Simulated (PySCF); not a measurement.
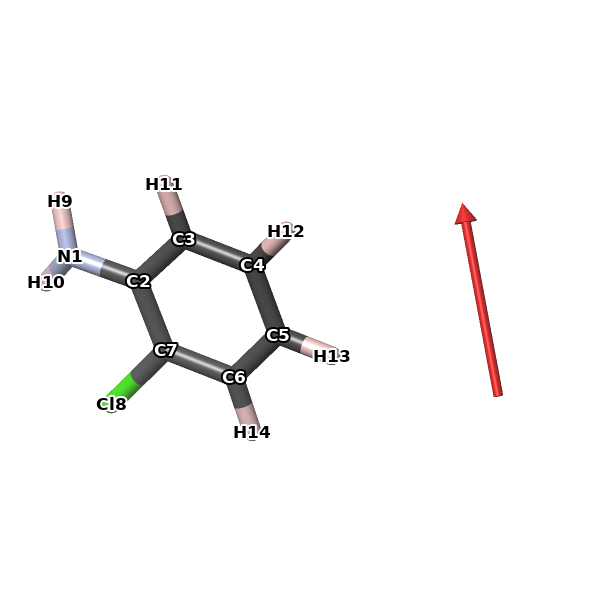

The arrow beside the molecule shows the direction of the dipole moment, from the negative to the positive end (its length means nothing). Computed geometry: PBE0-D3(BJ)/def2-SVP optimisation. No frequency run is at hand to confirm it as a minimum. Level of theory: KT3/pcSseg-1, gas phase (PySCF 2.14.0).

Question: How large is the dipole moment?

Answer: 1.89 D; it points from the side of H14 to the side of H9 (the outermost atoms at the two ends).
